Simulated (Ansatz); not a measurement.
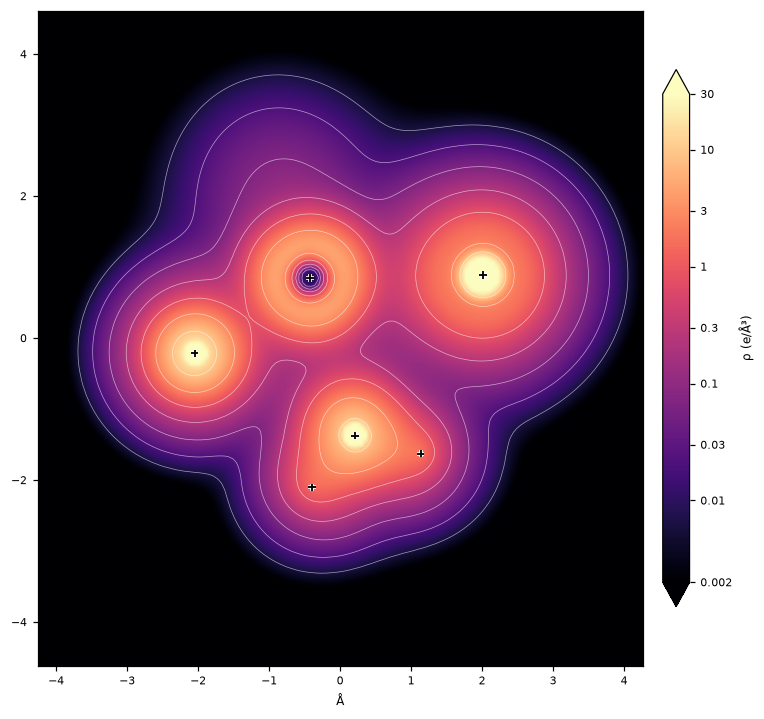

The electron density on a plane through atoms (crosses mark nuclei in the plane).

Computed with RKS B3LYP-D4/def2-SVP in Ansatz 0.2.0.

Candidates:
A. F4H2OW···HF
B. Cl2FH4NOZr

Which system is this?

Answer. Candidate B: Cl2FH4NOZr on the plane of atoms F5, Zr1 and O8, which holds Zr, F, Cl, O and H. Zr–F (1.94 Å): ρ is about 0.85 e/Å³ halfway. Zr–O (2.31 Å): ρ is about 0.35 e/Å³ halfway.
